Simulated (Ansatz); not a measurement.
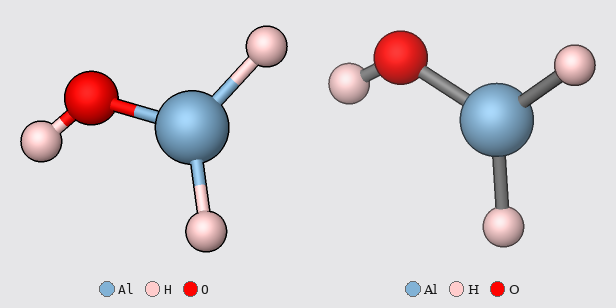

Both panels show the same species.

> What is the molecular formula?

AlH3O, 5 atoms: 1 aluminium, 3 hydrogen and 1 oxygen.

> Give the symmetry (Schoenflies symbol).

Cs.

> How many sets of symmetry-equivalent atoms are there?

5: 1 Al, 1 H, 1 H, 1 O, 1 H.

More results for the same structure follow; atom numbers are the same in all pictures, views and colours differ. The computed structure is the end point of a PBE0-D4/def2-TZVP optimisation.

### Electronic properties

Level of theory: RKS PBE0-D4/def2-TZVPP (Ansatz 0.2.0).

Computed properties:

- HOMO energy (Kohn–Sham orbital): −8.37 eV
- LUMO energy (Kohn–Sham orbital): −0.96 eV
- HOMO–LUMO gap: 7.41 eV

### Dipole moment

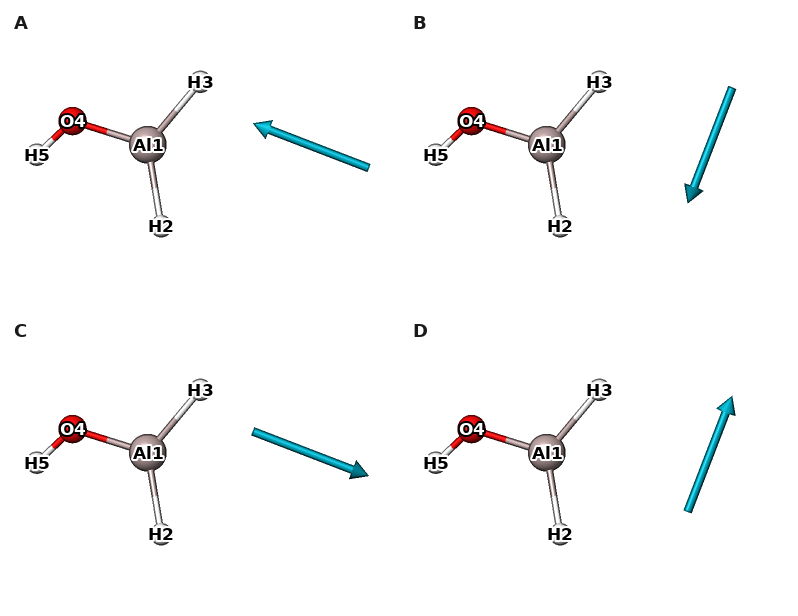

The same molecule four times, each with an arrow. Level of theory: RKS PBE0-D4/def2-TZVP (Ansatz 0.2.0).

> Which arrow points along the dipole moment, from the negative to the positive end?

B. The dipole moment is 1.27 D; it points from the side of H3 to the side of H2 (the outermost atoms at the two ends).

### Thermal motion

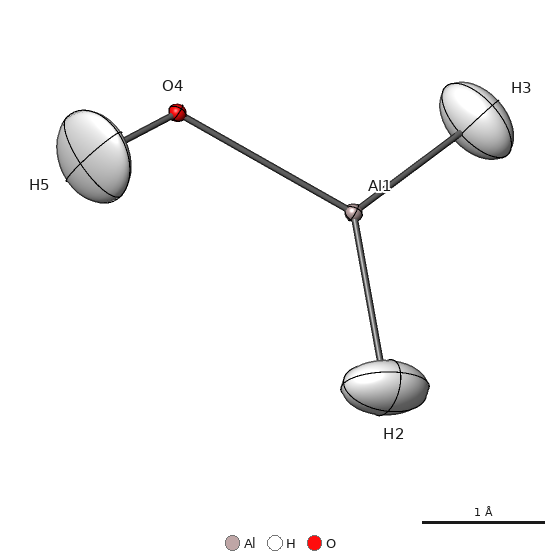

Displacement ellipsoids at the 50 % level, enlarged 1.5 times, from the internal vibrations of the free molecule (harmonic, no overall translation or rotation; no half-axis is drawn under 0.075 Å). Vibrations computed with RKS PBE0-D4/def2-TZVP (Ansatz 0.2.0). Temperature: 298 K.

> Which atom has the largest mean-square displacement?

H5, with U_eq = 0.0240 Å².

> Does H5 move more along its bond or across it?

Across it: the root-mean-square amplitude is 0.066 Å along the bond and up to 0.197 Å across, since bending and torsion are softer than stretching.

Give the displacement parameters, one line for each set of equivalent atoms.

| atom | U_eq (Å²) | rms amplitudes (Å) |
| --- | --- | --- |
| Al1 | 0.00020 | 0.012, 0.012, 0.017 |
| H2 | 0.0168 | 0.092, 0.125, 0.162 |
| H3 | 0.0169 | 0.091, 0.127, 0.162 |
| O4 | 0.00047 | 0.015, 0.017, 0.030 |
| H5 | 0.0240 | 0.066, 0.170, 0.197 |

### Charges

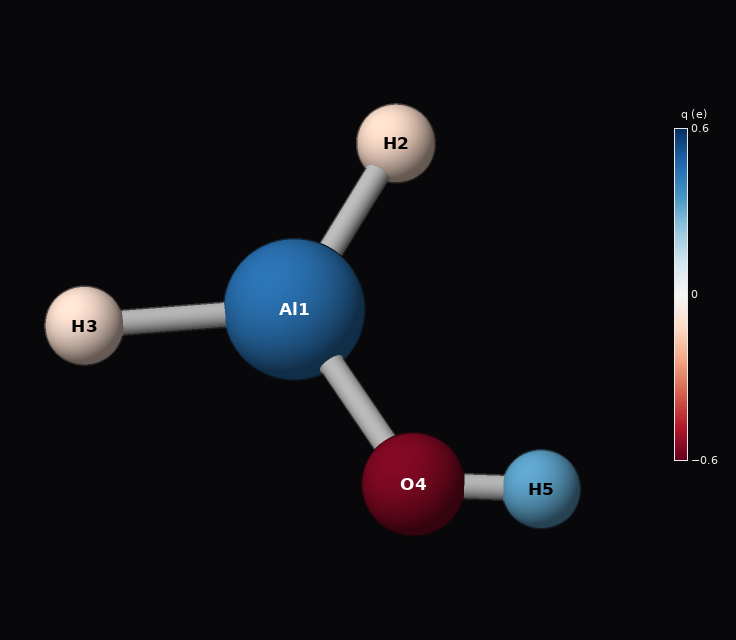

Atoms are coloured by their Mulliken charges. Method: RKS PBE0-D4/def2-TZVP (Ansatz 0.2.0).

> Which atom carries the highest charge (most positive or least negative)?

Al1 (0.45 e).

> And the lowest?

O4 (−0.55 e).

List the Mulliken charges.

```tsv
atom	value (e)
Al1	0.45
H2	−0.11
H3	−0.10
O4	−0.55
H5	0.32
```

Mulliken values depend strongly on the basis set and can even reverse the polarity of a bond.
